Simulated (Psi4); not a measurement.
**SiCl3O (SMILES [O][Si](Cl)(Cl)Cl) at UPBE/cc-pVTZ-F12 (density fitting, sweep point 2)**

Aim: the vertical electron affinity of SiCl3O at UPBE/cc-pVTZ-F12 (density fitting, sweep point 2), from 2 runs. 

The results are computed with Psi4 1.11.

## (1) The structure to begin with

SiCl3O: 5 atoms, total charge 0, spin state doublet. As SMILES, `[O][Si](Cl)(Cl)Cl`. The shape is that of a PBE0-D4/def2-TZVP optimisation.

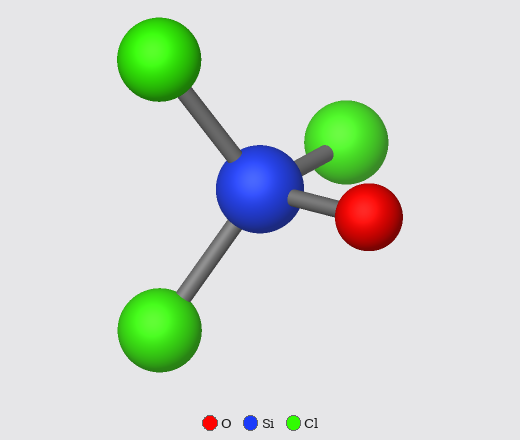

Viewed from a chosen angle; oxygen red, silicon blue, chlorine green.

## (2) The energy at UPBE/cc-pVTZ-F12 (density fitting, sweep point 2)

calc.dat

```
memory 1600 MB

molecule m {
  0 2
  O      0.815000    -1.070800     1.039300
  Si     0.038600    -0.018800     0.041000
  Cl    -1.536500     0.855600     0.950500
  Cl    -0.542800    -1.265500    -1.438700
  Cl     1.275600     1.425900    -0.633600
  symmetry c1
}

set basis cc-pVTZ-F12
set reference uks
set puream true
set scf_type df
set dft_radial_points 99
set dft_spherical_points 590
set maxiter 100

energy('pbe')
print_variables()
```

Run with:

```bash
psi4 calc.dat calc.out -n 1
```

calc.out:

```text
[...]
  Running in c1 symmetry.
[...]
  Nuclear repulsion =  433.997072395605301
[...]
  Multiplicity = 2
[...]
  Nalpha       = 37
  Nbeta        = 36
[...]
    Number of basis functions: 301
[...]
   @DF-UKS iter   1: -1744.18859464690172    4.79772e-01   3.84349e-03 DIIS/ADIIS
[...]
   @DF-UKS iter  13: -1744.78842463705610   -1.17380e-07   6.72781e-07 DIIS
[...]
   @S^2 Observed:                7.530091695E-01
[...]
    Orbital Energies [Eh]
    ---------------------
    Alpha Occupied:
       1A   -100.704173     2A   -100.688097     3A   -100.688023
       4A    -65.514840     5A    -18.820097     6A     -9.223113
       7A     -9.207524     8A     -9.207454     9A     -7.043369
      10A     -7.039151    11A     -7.036627    12A     -7.027848
      13A     -7.027779    14A     -7.022395    15A     -7.022321
      16A     -7.021504    17A     -7.021434    18A     -5.159004
      19A     -3.570696    20A     -3.569792    21A     -3.568175
      22A     -0.926640    23A     -0.813519    24A     -0.789436
      25A     -0.779688    26A     -0.501619    27A     -0.429209
      28A     -0.413223    29A     -0.394309    30A     -0.371580
      31A     -0.344222    32A     -0.340351    33A     -0.335971
      34A     -0.332929    35A     -0.320433    36A     -0.308184
[...]
  @DF-UKS Final Energy: -1744.78842463705610
   => Energetics <=
    Nuclear Repulsion Energy =            433.9970723956053007
    One-Electron Energy =               -3275.9354077455827792
    Two-Electron Energy =                1210.6930577518921837
    DFT Exchange-Correlation Energy =    -113.5431470389708295
    Empirical Dispersion Energy =           0.0000000000000000
    VV10 Nonlocal Energy =                  0.0000000000000000
    Total Energy =                      -1744.7884246370560959
  UHF NO Occupations:
  HONO-2 :   35  A 1.9996043
  HONO-1 :   36  A 1.9993955
[...]
 Multipole Moments:
 ------------------------------------------------------------------------------------
     Multipole            Electronic (a.u.)      Nuclear  (a.u.)        Total (a.u.)
 ------------------------------------------------------------------------------------
 L = 1.  Multiply by 2.5417464519 to convert [e a0] to [Debye]
 Dipole X            :         -0.7548869            0.4849472           -0.2699397
 Dipole Y            :          0.8511489           -0.6090961            0.2420528
 Dipole Z            :         -1.0333472            0.6408376           -0.3925096
 Magnitude           :                                                    0.5343415
[...]
```

Wall time 83 s (1 thread of AMD EPYC 7B13 (Zen 3), shared host); peak memory 1.3 GiB.

## (3) The singlet anion, same level

job.inp

```
memory 1.6 GB

molecule molecule1 {
  -1 1
  O      0.815000    -1.070800     1.039300
  Si     0.038600    -0.018800     0.041000
  Cl    -1.536500     0.855600     0.950500
  Cl    -0.542800    -1.265500    -1.438700
  Cl     1.275600     1.425900    -0.633600
  symmetry c1
}

set basis cc-pVTZ-F12
set reference rks
set puream true
set scf_type df
set dft_radial_points 99
set dft_spherical_points 590

E, wfn = energy("pbe", return_wfn=True)
```

Run with:

```bash
psi4 -i job.inp -o job.out -n 1
```

job.out:

```text
[...]
  Running in c1 symmetry.
[...]
  Nuclear repulsion =  433.997072395605301
[...]
  Multiplicity = 1
[...]
  Nalpha       = 37
  Nbeta        = 37
[...]
    Number of basis functions: 301
[...]
   @DF-RKS iter   1: -1744.36582138048266    3.02545e-01   4.01138e-03 ADIIS/DIIS
[...]
   @DF-RKS iter  11: -1744.92879184833669   -1.51041e-07   7.76918e-07 DIIS
[...]
    Orbital Energies [Eh]
    ---------------------
    Doubly Occupied:
       1A   -100.503319     2A   -100.503307     3A   -100.492010
       4A    -65.289074     5A    -18.483162     6A     -9.023803
       7A     -9.023793     8A     -9.012461     9A     -6.843626
      10A     -6.843615    11A     -6.838390    12A     -6.838380
      13A     -6.838154    14A     -6.838143    15A     -6.832360
      16A     -6.827140    17A     -6.826656    18A     -4.933626
      19A     -3.345528    20A     -3.345459    21A     -3.340934
      22A     -0.636896    23A     -0.598390    24A     -0.594223
      25A     -0.578202    26A     -0.302650    27A     -0.224948
      28A     -0.222134    29A     -0.173038    30A     -0.160083
      31A     -0.155940    32A     -0.142039    33A     -0.137973
      34A     -0.125651    35A     -0.082708    36A     -0.021071
[...]
  @DF-RKS Final Energy: -1744.92879184833669
   => Energetics <=
    Nuclear Repulsion Energy =            433.9970723956053007
    One-Electron Energy =               -3291.3002962128580293
    Two-Electron Energy =                1226.2049057942708714
    DFT Exchange-Correlation Energy =    -113.8304738253547299
    Empirical Dispersion Energy =           0.0000000000000000
    VV10 Nonlocal Energy =                  0.0000000000000000
    Total Energy =                      -1744.9287918483366866
[...]
 Multipole Moments:
 ------------------------------------------------------------------------------------
     Multipole            Electronic (a.u.)      Nuclear  (a.u.)        Total (a.u.)
 ------------------------------------------------------------------------------------
 L = 1.  Multiply by 2.5417464519 to convert [e a0] to [Debye]
 Dipole X            :         -1.3056115            0.4849472           -0.8206643
 Dipole Y            :          1.7878076           -0.6090961            1.1787115
 Dipole Z            :         -1.6721126            0.6408376           -1.0312749
 Magnitude           :                                                    1.7681569
[...]
```

Wall time 42 s (1 thread of AMD EPYC 7B13 (Zen 3), shared host); peak memory 1.3 GiB.

## (4) What came out

At UPBE/cc-pVTZ-F12 (density fitting, sweep point 2):

```
                                                            quantity           value
                                        doublet SiCl3O: total energy  -1744.78842 Eh
                                       doublet SiCl3O: dipole moment          1.36 D
                  doublet SiCl3O: HOMO energy (highest over α and β)        -7.82 eV
                   doublet SiCl3O: LUMO energy (lowest over α and β)        -7.18 eV
                                                doublet SiCl3O: ⟨S²⟩           0.753
                                         singlet anion: total energy  -1744.92879 Eh
                                          singlet anion: HOMO energy        -0.41 eV
                                          singlet anion: LUMO energy         2.58 eV
singlet anion: HOMO–LUMO gap (to an unbound level, set by the basis)         2.99 eV
                   vertical electron affinity (to the singlet anion)        3.820 eV
```

**Reading.** At fixed nuclei the extra electron is bound by 3.82 eV (369 kJ/mol).
